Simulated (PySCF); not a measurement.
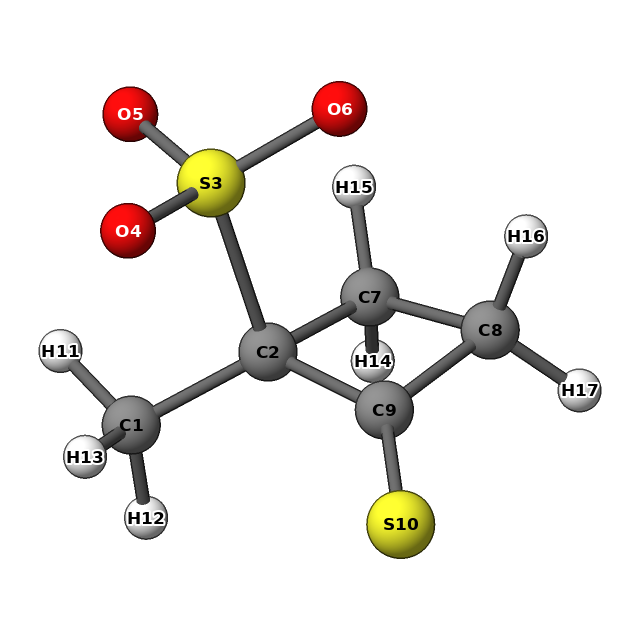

The questions are on isotropic NMR shieldings of the C atoms. The species has charge −1 and is a spin singlet. The geometry was computed by an optimisation with GFN2-xTB. No frequency run is at hand to confirm it as a minimum. Method: GIAO PBE0/pcSseg-1 NMR shielding, non-relativistic, gas phase (PySCF 2.14.0).

Give the isotropic NMR shieldings of the C atoms atom by atom.

```csv
atom,σ (ppm)
C1,165.7
C2,91.8
C7,157.3
C8,134.9
C9,−89.3
```
